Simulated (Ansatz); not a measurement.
# A computed series for hypothetical zinc blende LiF: pressure series

The parent structure is LiF in the zinc blende structure (space group F-43m, No. 216; a = 4.3642 Å; a hypothetical phase, not in the database extracts checked).

Cell and atoms are relaxed at each pressure.

Calculations: Ansatz (a program for electronic structure) PBE, no spin-orbit coupling.

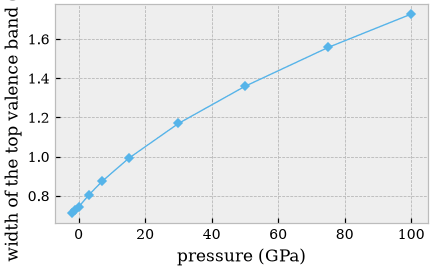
Width of the top valence band against pressure

From the plot, what is the width of the top valence band for pressure 15 GPa?

About 0.99 eV.

Is the trend monotonic over the range shown?

Yes, it rises throughout, spanning 0.71 eV to 1.73 eV.

The levels and masses belong to the bands next to the band gap. Load acts through the strain it causes; cell and atoms are relaxed under it. No phonon test of stability was made. No other phases were tried under pressure.
